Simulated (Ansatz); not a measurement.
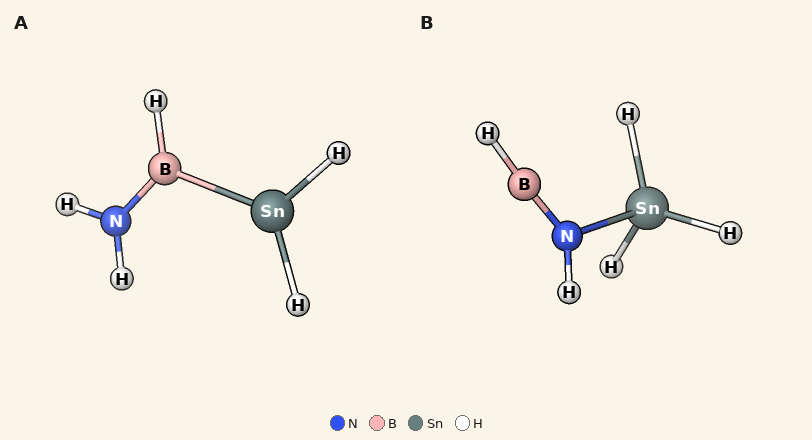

2 stationary structures of one formula. State: charge +1, singlet. Geometries: PBE0-D4/def2-TZVP. Electronic energies: RHF-CCSD(T) (frozen core)/def2-TZVPP (Ansatz 0.2.0), without zero-point energy. No frequency run is at hand to confirm each as a minimum. Each is one conformer, not always the lowest.

Which is lowest in energy, and by how much?

Answer. A is lowest (Cs); B lies 0.389 eV above it (Cs).
